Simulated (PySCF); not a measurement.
# C₅H₉N: field gradients at the nuclei

How much do the quadrupole couplings of C₅H₉N depend on the level of theory? Each job file holds the settings and the coordinates that a driver script hands to the program.

Program: PySCF 2.14.0, density-fitted response routines. Level of theory: the levels named in each step. These are calculated values, not measurements.

## Step 1: Starting point

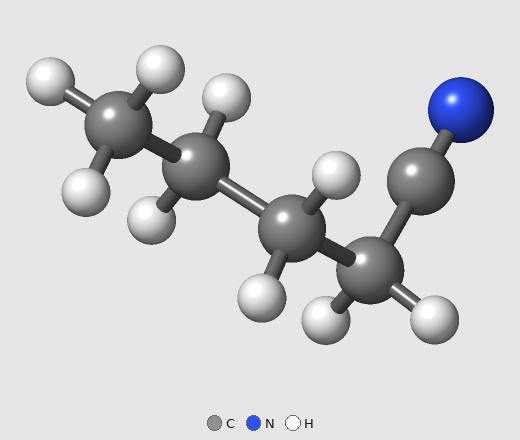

Start, viewed from a chosen angle; carbon grey, nitrogen blue, hydrogen white.

Structure file:

```xyz
15

C    -2.6656   -0.5265   -0.1062
C    -1.2197   -0.2964   -0.5267
C    -0.2374   -0.8935    0.4783
C     1.2194   -0.6606    0.0568
C     1.5433    0.7431    0.0527
N     1.7920    1.8589    0.0608
H    -2.8773   -1.5906   -0.0224
H    -3.3456   -0.0995   -0.8389
H    -2.8619   -0.0610    0.8572
H    -1.0515   -0.7482   -1.5077
H    -1.0333    0.7762   -0.6185
H    -0.4063   -0.4484    1.4616
H    -0.4090   -1.9691    0.5632
H     1.9023   -1.1652    0.7466
H     1.3878   -1.0558   -0.9495
```

## Step 2: Geometry, PBE0-D3(BJ)/def2-SVP

File job.txt:

```
{"job": {"xc": "PBE0", "basis": "def2-SVP", "d3": "d3bj", "grid": 2, "kind": "geom"}, "charge": 0, "multiplicity": 1}
C     -2.665620    -0.526510    -0.106160
C     -1.219730    -0.296370    -0.526680
C     -0.237450    -0.893470     0.478300
C      1.219450    -0.660640     0.056820
C      1.543270     0.743080     0.052720
N      1.791970     1.858860     0.060770
H     -2.877340    -1.590600    -0.022390
H     -3.345630    -0.099540    -0.838930
H     -2.861880    -0.060970     0.857160
H     -1.051550    -0.748230    -1.507690
H     -1.033320     0.776210    -0.618460
H     -0.406320    -0.448370     1.461570
H     -0.409000    -1.969110     0.563210
H      1.902310    -1.165160     0.746610
H      1.387820    -1.055820    -0.949470
```

Log:

```text
step   0  E = -250.21234958  max force = 0.036281
step   1  E = -250.21426035  max force = 0.004248
step   2  E = -250.21435264  max force = 0.001279
step   3  E = -250.21436902  max force = 0.000324
step   4  E = -250.21437316  max force = 0.000226
optimisation converged
```

Wall time 27 s (4 threads of Arm Neoverse V1, shared host); peak memory 0.7 GiB.

It ended at:

```xyz
15

C    -2.6826   -0.5325   -0.1087
C    -1.2387   -0.2960   -0.5183
C    -0.2377   -0.8857    0.4646
C     1.2227   -0.6545    0.0689
C     1.5924    0.7569    0.0441
N     1.8626    1.8823    0.0323
H    -2.9081   -1.6082   -0.0289
H    -3.3835   -0.0997   -0.8378
H    -2.8997   -0.0766    0.8705
H    -1.0582   -0.7261   -1.5195
H    -1.0517    0.7872   -0.6182
H    -0.4097   -0.4658    1.4700
H    -0.3946   -1.9737    0.5540
H     1.9022   -1.1705    0.7660
H     1.4216   -1.0737   -0.9318
```

## Step 3: Field gradients, PBE0/pcJ-2

File job.txt:

```
{"job": {"kind": "efgt", "xc": "PBE0", "basis": "pcJ-2"}, "charge": 0, "multiplicity": 1}
C     -2.682645    -0.532480    -0.108720
C     -1.238686    -0.296010    -0.518311
C     -0.237740    -0.885726     0.464592
C      1.222659    -0.654484     0.068926
C      1.592418     0.756930     0.044106
N      1.862632     1.882264     0.032341
H     -2.908085    -1.608184    -0.028862
H     -3.383538    -0.099695    -0.837772
H     -2.899686    -0.076624     0.870461
H     -1.058170    -0.726066    -1.519479
H     -1.051675     0.787153    -0.618165
H     -0.409683    -0.465781     1.469999
H     -0.394649    -1.973718     0.554034
H      1.902208    -1.170470     0.766014
H      1.421620    -1.073750    -0.931786
```

Log:

```text
coarse grid: 12072 points
cycle   1  E = -250.4259671475  dE =  4.499e-01  |g| = 5.047e-01  |ddm| = 2.360e+00
cycle   2  E = -250.2861151621  dE =  1.399e-01  |g| = 9.529e-01  |ddm| = 8.288e-01
cycle   3  E = -250.4828932230  dE = -1.968e-01  |g| = 1.730e-01  |ddm| = 5.489e-01
cycle   4  E = -250.4892876711  dE = -6.394e-03  |g| = 4.957e-02  |ddm| = 1.059e-01
cycle   5  E = -250.4898371496  dE = -5.495e-04  |g| = 9.878e-03  |ddm| = 3.270e-02
cycle   6  E = -250.4898597937  dE = -2.264e-05  |g| = 1.993e-03  |ddm| = 7.223e-03
cycle   7  E = -250.4898606383  dE = -8.445e-07  |g| = 5.240e-04  |ddm| = 1.336e-03
final grid: 172768 points
cycle   8  E = -250.4876646419  dE = -1.894e-04  |g| = 8.370e-03  |ddm| = 5.888e-02
cycle   9  E = -250.4876616819  dE =  2.960e-06  |g| = 8.581e-03  |ddm| = 9.554e-03
cycle  10  E = -250.4876799161  dE = -1.823e-05  |g| = 7.788e-04  |ddm| = 5.266e-03
cycle  11  E = -250.4876800295  dE = -1.134e-07  |g| = 4.000e-04  |ddm| = 7.586e-04
cycle  12  E = -250.4876800637  dE = -3.423e-08  |g| = 1.451e-04  |ddm| = 2.545e-04
cycle  13  E = -250.4876800677  dE = -3.963e-09  |g| = 4.647e-05  |ddm| = 8.322e-05
cycle  14  E = -250.4876800681  dE = -4.443e-10  |g| = 7.382e-06  |ddm| = 2.330e-05
converged SCF energy = -250.4876800681

Field-gradient tensors (au): xx yy zz xy xz yz
  0 C     0.03462   -0.01678   -0.01783    0.01398   -0.02306   -0.00361
  1 C     0.03158   -0.04603    0.01445   -0.01342    0.01835   -0.02484
  2 C     0.09388   -0.05345   -0.04043    0.02992   -0.04096   -0.02510
  3 C    -0.05816    0.15582   -0.09765    0.06773   -0.01257   -0.00494
  4 C     0.16297   -0.36703    0.20406   -0.14158    0.00409    0.00827
  5 N     0.39845   -0.85113    0.45268   -0.33118   -0.00748    0.01625
  6 H    -0.11545    0.25135   -0.13590    0.07786   -0.00728   -0.02768
  7 H     0.03001   -0.07453    0.04452   -0.10101    0.17040   -0.10877
  8 H    -0.11649   -0.06726    0.18375   -0.03051   -0.06909    0.15051
  9 H    -0.11715   -0.07302    0.19017   -0.02747   -0.05702    0.14168
 10 H    -0.11560    0.24529   -0.12969    0.06276   -0.00359   -0.03388
 11 H    -0.11689   -0.07660    0.19349   -0.02317   -0.05502    0.13828
 12 H    -0.11933    0.25300   -0.13368    0.05431   -0.00393   -0.02973
 13 H     0.01600   -0.04064    0.02464   -0.11134    0.15460   -0.11999
 14 H    -0.12021   -0.07004    0.19026   -0.02300   -0.06353    0.13727
```

Wall time 41 s (4 threads of Arm Neoverse V1, shared host); peak memory 2.6 GiB.

## Step 4: Field gradients, PBE/def2-TZVPP

job.txt, as its differences from that of step 3:

```diff
@@ -1,2 +1,2 @@
-{"job": {"kind": "efgt", "xc": "PBE0", "basis": "pcJ-2"}, "charge": 0, "multiplicity": 1}
+{"job": {"kind": "efgt", "xc": "PBE", "basis": "def2-TZVPP"}, "charge": 0, "multiplicity": 1}
 C     -2.682645    -0.532480    -0.108720
```

Log:

```text
coarse grid: 12072 points
cycle   1  E = -250.3574565576  dE =  3.234e-01  |g| = 6.420e-01  |ddm| = 2.844e+00
cycle   2  E = -250.0335317377  dE =  3.239e-01  |g| = 1.323e+00  |ddm| = 2.975e+00
cycle   3  E = -250.4190746360  dE = -3.855e-01  |g| = 4.510e-01  |ddm| = 2.451e+00
cycle   4  E = -250.4637995197  dE = -4.472e-02  |g| = 7.310e-02  |ddm| = 3.309e-01
cycle   5  E = -250.4649003067  dE = -1.101e-03  |g| = 2.667e-02  |ddm| = 1.084e-01
cycle   6  E = -250.4650702397  dE = -1.699e-04  |g| = 5.930e-03  |ddm| = 3.825e-02
cycle   7  E = -250.4650781123  dE = -7.873e-06  |g| = 1.381e-03  |ddm| = 4.712e-03
final grid: 172768 points
cycle   8  E = -250.4484330904  dE = -1.117e-04  |g| = 1.325e-02  |ddm| = 1.388e-01
cycle   9  E = -250.4483670947  dE =  6.600e-05  |g| = 2.101e-02  |ddm| = 3.367e-02
cycle  10  E = -250.4484657563  dE = -9.866e-05  |g| = 6.431e-03  |ddm| = 2.266e-02
cycle  11  E = -250.4484743165  dE = -8.560e-06  |g| = 1.365e-03  |ddm| = 5.042e-03
cycle  12  E = -250.4484747240  dE = -4.075e-07  |g| = 3.390e-04  |ddm| = 1.835e-03
cycle  13  E = -250.4484747522  dE = -2.817e-08  |g| = 7.007e-05  |ddm| = 4.543e-04
cycle  14  E = -250.4484747532  dE = -1.082e-09  |g| = 1.791e-05  |ddm| = 6.444e-05
cycle  15  E = -250.4484747533  dE = -7.333e-11  |g| = 4.052e-06  |ddm| = 2.077e-05
converged SCF energy = -250.4484747533

Field-gradient tensors (au): xx yy zz xy xz yz
  0 C     0.03651   -0.01788   -0.01864    0.01422   -0.02360   -0.00372
  1 C     0.03325   -0.04743    0.01417   -0.01297    0.01738   -0.02588
  2 C     0.09336   -0.05361   -0.03975    0.02993   -0.03992   -0.02677
  3 C    -0.05051    0.14335   -0.09284    0.06367   -0.01350   -0.00489
  4 C     0.15836   -0.35386    0.19550   -0.13641    0.00376    0.00800
  5 N     0.38021   -0.81174    0.43152   -0.31516   -0.00772    0.01497
  6 H    -0.11736    0.25514   -0.13778    0.07918   -0.00746   -0.02807
  7 H     0.03050   -0.07567    0.04517   -0.10268    0.17321   -0.11045
  8 H    -0.11844   -0.06813    0.18658   -0.03097   -0.07032    0.15279
  9 H    -0.11925   -0.07399    0.19324   -0.02769   -0.05798    0.14378
 10 H    -0.11797    0.24948   -0.13150    0.06379   -0.00392   -0.03443
 11 H    -0.11915   -0.07764    0.19678   -0.02373   -0.05597    0.14043
 12 H    -0.12164    0.25710   -0.13546    0.05537   -0.00388   -0.03025
 13 H     0.01636   -0.04163    0.02527   -0.11383    0.15727   -0.12238
 14 H    -0.12212   -0.07155    0.19367   -0.02366   -0.06458    0.14007
```

Run time: 20 s. Hardware: 4 threads of Arm Neoverse V1, shared host; peak memory 2.6 GiB.

## Step 5: Field gradients, B3LYP/def2-TZVPP

job.txt, as its differences from that of step 4:

```diff
@@ -1,2 +1,2 @@
-{"job": {"kind": "efgt", "xc": "PBE", "basis": "def2-TZVPP"}, "charge": 0, "multiplicity": 1}
+{"job": {"kind": "efgt", "xc": "B3LYP", "basis": "def2-TZVPP"}, "charge": 0, "multiplicity": 1}
 C     -2.682645    -0.532480    -0.108720
```

Log:

```text
coarse grid: 12072 points
cycle   1  E = -250.7271904415  dE =  4.221e-01  |g| = 5.539e-01  |ddm| = 2.783e+00
cycle   2  E = -250.5382774812  dE =  1.889e-01  |g| = 1.077e+00  |ddm| = 1.967e+00
cycle   3  E = -250.7933553705  dE = -2.551e-01  |g| = 2.248e-01  |ddm| = 1.464e+00
cycle   4  E = -250.8044690163  dE = -1.111e-02  |g| = 5.135e-02  |ddm| = 1.657e-01
cycle   5  E = -250.8050497554  dE = -5.807e-04  |g| = 1.326e-02  |ddm| = 6.115e-02
cycle   6  E = -250.8050920936  dE = -4.234e-05  |g| = 2.419e-03  |ddm| = 1.414e-02
cycle   7  E = -250.8050933672  dE = -1.274e-06  |g| = 6.063e-04  |ddm| = 2.346e-03
final grid: 172768 points
cycle   8  E = -250.7975857157  dE = -7.845e-05  |g| = 5.954e-03  |ddm| = 1.014e-01
cycle   9  E = -250.7975821446  dE =  3.571e-06  |g| = 6.913e-03  |ddm| = 1.018e-02
cycle  10  E = -250.7975941504  dE = -1.201e-05  |g| = 6.582e-04  |ddm| = 5.050e-03
cycle  11  E = -250.7975941764  dE = -2.603e-08  |g| = 6.084e-04  |ddm| = 1.183e-03
cycle  12  E = -250.7975942463  dE = -6.988e-08  |g| = 1.780e-04  |ddm| = 5.639e-04
cycle  13  E = -250.7975942534  dE = -7.071e-09  |g| = 3.033e-05  |ddm| = 1.127e-04
cycle  14  E = -250.7975942536  dE = -1.971e-10  |g| = 5.977e-06  |ddm| = 2.262e-05
converged SCF energy = -250.7975942536

Field-gradient tensors (au): xx yy zz xy xz yz
  0 C     0.02807   -0.01296   -0.01511    0.01273   -0.02092   -0.00279
  1 C     0.02377   -0.04198    0.01821   -0.01255    0.01652   -0.02240
  2 C     0.08813   -0.04953   -0.03860    0.03262   -0.04554   -0.02274
  3 C    -0.06617    0.16196   -0.09579    0.06636   -0.01022   -0.00430
  4 C     0.18045   -0.40581    0.22537   -0.15721    0.00435    0.00912
  5 N     0.41085   -0.88052    0.46967   -0.34142   -0.00790    0.01683
  6 H    -0.11533    0.25090   -0.13557    0.07750   -0.00730   -0.02758
  7 H     0.02985   -0.07440    0.04455   -0.10085    0.17014   -0.10869
  8 H    -0.11637   -0.06705    0.18342   -0.03030   -0.06883    0.15025
  9 H    -0.11677   -0.07264    0.18941   -0.02735   -0.05689    0.14138
 10 H    -0.11526    0.24445   -0.12919    0.06257   -0.00366   -0.03357
 11 H    -0.11660   -0.07619    0.19279   -0.02319   -0.05475    0.13795
 12 H    -0.11906    0.25225   -0.13320    0.05422   -0.00376   -0.02947
 13 H     0.01575   -0.04035    0.02460   -0.11101    0.15423   -0.11992
 14 H    -0.11997   -0.06966    0.18963   -0.02274   -0.06318    0.13705
```

It took 18 s on 4 threads of Arm Neoverse V1, shared host; peak memory 2.6 GiB.

## Step 6: Field gradients, CAM-B3LYP/def2-TZVPP

job.txt, as its differences from that of step 5:

```diff
@@ -1,2 +1,2 @@
-{"job": {"kind": "efgt", "xc": "B3LYP", "basis": "def2-TZVPP"}, "charge": 0, "multiplicity": 1}
+{"job": {"kind": "efgt", "xc": "CAM-B3LYP", "basis": "def2-TZVPP"}, "charge": 0, "multiplicity": 1}
 C     -2.682645    -0.532480    -0.108720
```

Log:

```text
coarse grid: 12072 points
cycle   1  E = -250.5872401358  dE =  5.899e-01  |g| = 5.128e-01  |ddm| = 2.754e+00
cycle   2  E = -250.4900760747  dE =  9.716e-02  |g| = 8.858e-01  |ddm| = 1.418e+00
cycle   3  E = -250.6534387087  dE = -1.634e-01  |g| = 7.298e-02  |ddm| = 8.936e-01
cycle   4  E = -250.6544205909  dE = -9.819e-04  |g| = 4.088e-02  |ddm| = 7.651e-02
cycle   5  E = -250.6548133115  dE = -3.927e-04  |g| = 4.733e-03  |ddm| = 3.526e-02
cycle   6  E = -250.6548188347  dE = -5.523e-06  |g| = 1.785e-03  |ddm| = 5.035e-03
final grid: 172768 points
cycle   7  E = -250.6485182732  dE = -5.626e-05  |g| = 4.128e-03  |ddm| = 7.678e-02
cycle   8  E = -250.6485187894  dE = -5.162e-07  |g| = 3.779e-03  |ddm| = 6.732e-03
cycle   9  E = -250.6485221577  dE = -3.368e-06  |g| = 6.658e-04  |ddm| = 2.666e-03
cycle  10  E = -250.6485221973  dE = -3.966e-08  |g| = 5.268e-04  |ddm| = 7.817e-04
cycle  11  E = -250.6485222515  dE = -5.416e-08  |g| = 4.399e-05  |ddm| = 4.481e-04
cycle  12  E = -250.6485222519  dE = -4.652e-10  |g| = 1.435e-05  |ddm| = 5.682e-05
converged SCF energy = -250.6485222519

Field-gradient tensors (au): xx yy zz xy xz yz
  0 C     0.02866   -0.01319   -0.01547    0.01322   -0.02167   -0.00281
  1 C     0.02495   -0.04306    0.01811   -0.01272    0.01701   -0.02312
  2 C     0.08964   -0.05093   -0.03870    0.03211   -0.04591   -0.02306
  3 C    -0.06952    0.17016   -0.10064    0.06953   -0.01083   -0.00439
  4 C     0.18498   -0.41740    0.23242   -0.16203    0.00479    0.00944
  5 N     0.41854   -0.89459    0.47605   -0.34746   -0.00847    0.01760
  6 H    -0.11587    0.25219   -0.13632    0.07783   -0.00737   -0.02772
  7 H     0.03004   -0.07480    0.04476   -0.10130    0.17091   -0.10925
  8 H    -0.11691   -0.06743    0.18434   -0.03040   -0.06914    0.15102
  9 H    -0.11730   -0.07305    0.19035   -0.02756   -0.05721    0.14215
 10 H    -0.11571    0.24566   -0.12995    0.06295   -0.00362   -0.03370
 11 H    -0.11714   -0.07665    0.19379   -0.02335   -0.05505    0.13870
 12 H    -0.11958    0.25353   -0.13395    0.05456   -0.00376   -0.02963
 13 H     0.01586   -0.04041    0.02455   -0.11119    0.15489   -0.12032
 14 H    -0.12055   -0.06982    0.19037   -0.02264   -0.06352    0.13745
```

Run time: 19 s. Hardware: 4 threads of Arm Neoverse V1, shared host; peak memory 2.6 GiB.

## Step 7: Field gradients, HF/def2-TZVPP

job.txt, as its differences from that of step 6:

```diff
@@ -1,2 +1,2 @@
-{"job": {"kind": "efgt", "xc": "CAM-B3LYP", "basis": "def2-TZVPP"}, "charge": 0, "multiplicity": 1}
+{"job": {"kind": "efgt", "xc": "HF", "basis": "def2-TZVPP"}, "charge": 0, "multiplicity": 1}
 C     -2.682645    -0.532480    -0.108720
```

Log:

```text
final grid: 172768 points
cycle   1  E = -249.0092096761  dE =  9.945e-01  |g| = 5.897e-01  |ddm| = 2.658e+00
cycle   2  E = -249.0719517911  dE = -6.274e-02  |g| = 4.826e-01  |ddm| = 7.035e-01
cycle   3  E = -249.1200920274  dE = -4.814e-02  |g| = 8.476e-02  |ddm| = 3.858e-01
cycle   4  E = -249.1226524262  dE = -2.560e-03  |g| = 1.941e-02  |ddm| = 1.116e-01
cycle   5  E = -249.1227762838  dE = -1.239e-04  |g| = 5.323e-03  |ddm| = 3.420e-02
cycle   6  E = -249.1227895491  dE = -1.327e-05  |g| = 2.134e-03  |ddm| = 1.339e-02
cycle   7  E = -249.1227910171  dE = -1.468e-06  |g| = 5.874e-04  |ddm| = 4.449e-03
cycle   8  E = -249.1227911285  dE = -1.114e-07  |g| = 1.190e-04  |ddm| = 1.185e-03
cycle   9  E = -249.1227911340  dE = -5.485e-09  |g| = 2.790e-05  |ddm| = 1.817e-04
cycle  10  E = -249.1227911345  dE = -5.286e-10  |g| = 1.194e-05  |ddm| = 4.619e-05
converged SCF energy = -249.1227911345

Field-gradient tensors (au): xx yy zz xy xz yz
  0 C     0.00881   -0.00194   -0.00687    0.00851   -0.01341   -0.00094
  1 C     0.00360   -0.02809    0.02449   -0.01116    0.01395   -0.01272
  2 C     0.07328   -0.03741   -0.03587    0.03656   -0.05446   -0.01188
  3 C    -0.09380    0.18767   -0.09387    0.06695   -0.00204   -0.00286
  4 C     0.21646   -0.49130    0.27484   -0.19266    0.00629    0.01102
  5 N     0.45385   -0.97718    0.52333   -0.37999   -0.00887    0.02021
  6 H    -0.11922    0.25957   -0.14035    0.08013   -0.00746   -0.02868
  7 H     0.03094   -0.07694    0.04599   -0.10416    0.17577   -0.11228
  8 H    -0.12024   -0.06954    0.18979   -0.03139   -0.07109    0.15528
  9 H    -0.12045   -0.07548    0.19593   -0.02847   -0.05896    0.14637
 10 H    -0.11820    0.25194   -0.13374    0.06470   -0.00356   -0.03475
 11 H    -0.12008   -0.07907    0.19915   -0.02371   -0.05655    0.14248
 12 H    -0.12260    0.26058   -0.13798    0.05584   -0.00400   -0.03055
 13 H     0.01609   -0.04082    0.02473   -0.11322    0.15881   -0.12290
 14 H    -0.12381   -0.07095    0.19477   -0.02287   -0.06519    0.14029
```

Wall time 5.5 s (4 threads of Arm Neoverse V1, shared host); peak memory 2.6 GiB.

## Step 8: The levels side by side

Largest principal value Vzz, in atomic units:

| atom | PBE0/pcJ-2 | PBE/def2-TZVPP | B3LYP/def2-TZVPP | CAM-B3LYP/def2-TZVPP | HF/def2-TZVPP |
| --- | --- | --- | --- | --- | --- |
| C1 | 0.0466 | 0.0485 | 0.0397 | 0.0408 | 0.0194 |
| C2 | -0.0554 | -0.0573 | -0.0501 | -0.0514 | 0.0357 |
| C3 | 0.1131 | 0.1123 | 0.1118 | 0.1130 | 0.1060 |
| C4 | 0.1757 | 0.1627 | 0.1800 | 0.1890 | 0.2028 |
| C5 | -0.4026 | -0.3881 | -0.4455 | -0.4584 | -0.5405 |
| N6 | -0.9336 | -0.8901 | -0.9654 | -0.9810 | -1.0720 |
| H7 | 0.2692 | 0.2733 | 0.2686 | 0.2700 | 0.2779 |
| H8 | 0.2715 | 0.2759 | 0.2711 | 0.2724 | 0.2801 |
| H9 | 0.2690 | 0.2732 | 0.2685 | 0.2698 | 0.2776 |
| H10 | 0.2625 | 0.2666 | 0.2617 | 0.2630 | 0.2708 |
| H11 | 0.2589 | 0.2633 | 0.2580 | 0.2593 | 0.2660 |
| H12 | 0.2612 | 0.2655 | 0.2603 | 0.2617 | 0.2688 |
| H13 | 0.2630 | 0.2673 | 0.2622 | 0.2636 | 0.2709 |
| H14 | 0.2631 | 0.2683 | 0.2626 | 0.2634 | 0.2693 |
| H15 | 0.2612 | 0.2661 | 0.2605 | 0.2614 | 0.2673 |
| CPU time | 49 s | 44 s | 21 s | 24 s | 7.2 s |

Couplings eQVzz/h in MHz (234.9647 × Q in barn × Vzz), with Q = 0.02044 (14N), 0.00285783 (2H):

| nucleus | PBE0/pcJ-2 | PBE/def2-TZVPP | B3LYP/def2-TZVPP | CAM-B3LYP/def2-TZVPP | HF/def2-TZVPP |
| --- | --- | --- | --- | --- | --- |
| 14N (atom 6) | -4.484 | -4.275 | -4.636 | -4.712 | -5.149 |
| 2H (atom 7) | 0.181 | 0.184 | 0.180 | 0.181 | 0.187 |
| 2H (atom 8) | 0.182 | 0.185 | 0.182 | 0.183 | 0.188 |
| 2H (atom 9) | 0.181 | 0.183 | 0.180 | 0.181 | 0.186 |
| 2H (atom 10) | 0.176 | 0.179 | 0.176 | 0.177 | 0.182 |
| 2H (atom 11) | 0.174 | 0.177 | 0.173 | 0.174 | 0.179 |
| 2H (atom 12) | 0.175 | 0.178 | 0.175 | 0.176 | 0.181 |
| 2H (atom 13) | 0.177 | 0.180 | 0.176 | 0.177 | 0.182 |
| 2H (atom 14) | 0.177 | 0.180 | 0.176 | 0.177 | 0.181 |
| 2H (atom 15) | 0.175 | 0.179 | 0.175 | 0.176 | 0.179 |

## Step 9: Summary of results

```
                            quantity       value
coupling of 14N (atom 6), PBE0/pcJ-2  -4.484 MHz
 coupling of 2H (atom 7), PBE0/pcJ-2   0.181 MHz
 coupling of 2H (atom 8), PBE0/pcJ-2   0.182 MHz
 coupling of 2H (atom 9), PBE0/pcJ-2   0.181 MHz
coupling of 2H (atom 10), PBE0/pcJ-2   0.176 MHz
```

**Reading.** The largest coupling, that of 14N, runs from -5.149 (HF/def2-TZVPP) to -4.275 MHz (PBE/def2-TZVPP). The gradients are non-relativistic, at the equilibrium geometry and in principal axes; measured couplings hold vibrational averaging and refer to the inertial axes. The def2 sets are stiff near the nuclei, which limits their accuracy.
